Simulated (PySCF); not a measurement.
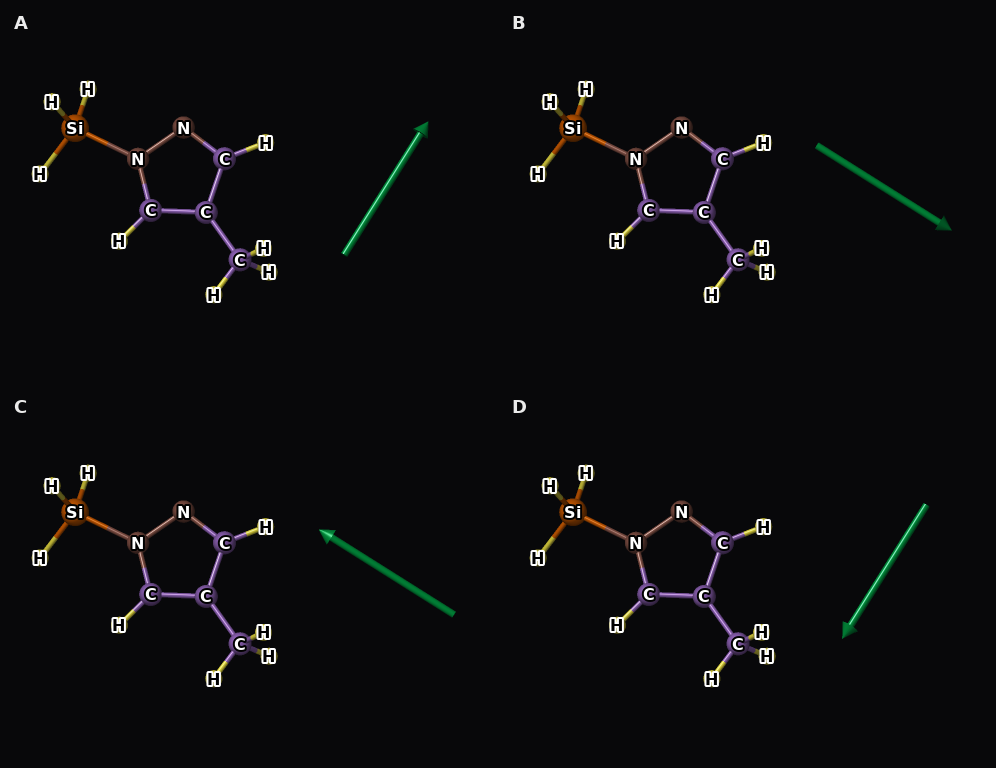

The same molecule four times, each with an arrow. Computed geometry: GFN2-xTB optimisation. No frequency run is at hand to confirm it as a minimum. Level of theory: PBE0/def2-SVPD, gas phase (PySCF 2.14.0).

> Which arrow points along the dipole moment, from the negative to the positive end?

D. The dipole moment is 1.96 D.

The geometry is semi-empirical. Around Si such bond lengths and angles can be off by a tenth of an ångström or more and by several degrees, and values that hang on the shape move with them.
